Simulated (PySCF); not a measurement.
```xyz
2

Mg    0.0000    0.0000   -2.2580
Sb    0.0000    0.0000    0.4480
```

Core potentials replace the inner electrons of Sb.

These are results of PySCF, PBE0/def2-SVPD, non-relativistic Hamiltonian with scalar-relativistic core potentials where named, at a bond length of 2.706 Å, not measurements.

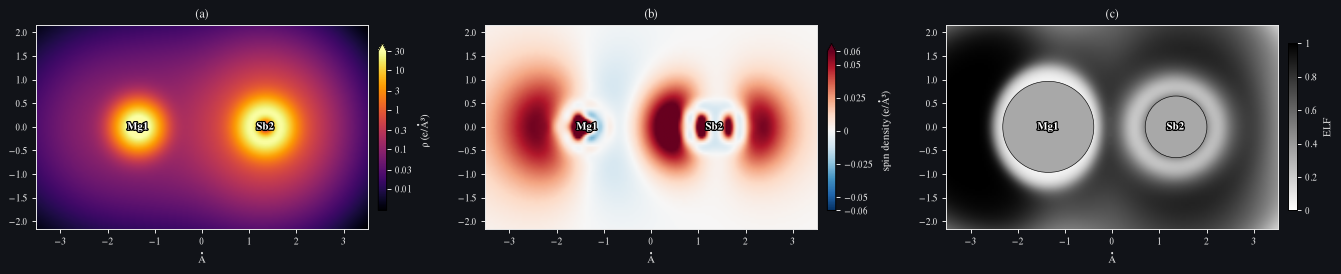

MgSb (charge −1, triplet). (a) electron density; (b) spin density (α minus β); (c) ELF on a plane that holds the molecular axis. Grey discs cover the atomic cores in the ELF map.

What do the fields say about this system?

Answer. The plane passes through Mg and Sb nuclei. Mg–Sb (2.71 Å): ρ is about 0.3 e/Å³ halfway; the ELF peaks at about 0.70 in the valence shell of Sb, 1.4 Å from its nucleus, and drops to about 0.20 between the two atoms. The unpaired spin (2 electrons) lies mostly on Sb2 (about 1.3) and Mg1 (about 0.7), in electrons by Hirshfeld's partition.
